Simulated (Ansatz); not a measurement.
The calculation's input:

```
crystal:
  periodic: [false, false, false]
  atoms:
    - {symbol: C, position_ang: [-1.935739, 0.447403, 0.442939]}
    - {symbol: "N", position_ang: [-0.872459, -0.069164, 0.447229]}
    - {symbol: Si, position_ang: [0.708824, -0.792682, 0.299708]}
    - {symbol: H, position_ang: [0.591200, -2.242757, 0.620788]}
    - {symbol: H, position_ang: [1.642902, -0.062278, 1.201746]}
basis:
  gaussian: {orbitals: def2-TZVPD}
magnetization: {spin_polarized: true, initial_magnetization: 1}
hamiltonian: {xc: {name: PBE0}}
output: {forces: true, orbitals: {seedname: orbitals}}
```

Command:

```sh
ansatz run input.yaml --threads 1 --pin off --max-ram 2610MiB --events-out events.jsonl --progress --plain --runs-dir runs
```

Geometry: PBE0-D3(BJ)/def2-SVP.

Level of theory: isolated molecule in a Gaussian basis; Kohn-Sham density functional theory, functional PBE0 (Ansatz).

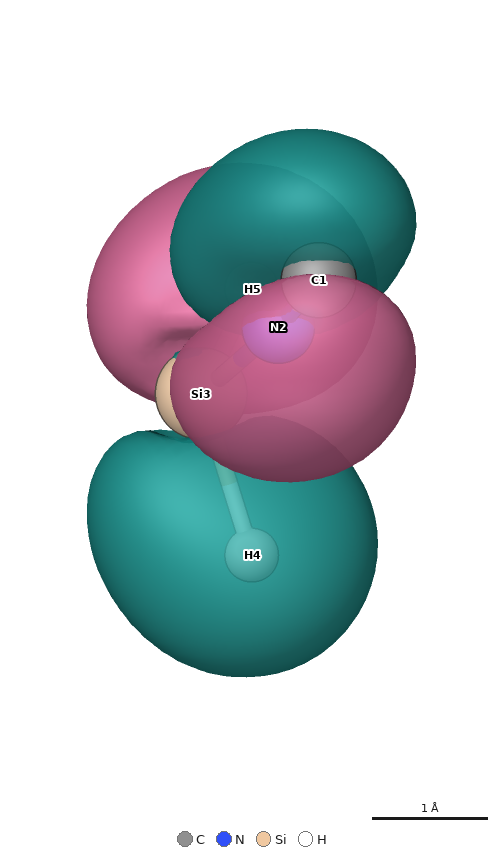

CH$_{2}$NSi (doublet). The HOMO−1 (β) at ±0.08 Å⁻³ᐟ² (teal and pink are the two phases), seen at an oblique angle.

**Describe this orbital and give its energy.**

By Hirshfeld shares it lies mainly on N2 (about 25 %), Si3 (about 25 %), C1 (about 15 %), H4 (about 15 %) and H5 (about 15 %). Its energy is −9.96 eV.
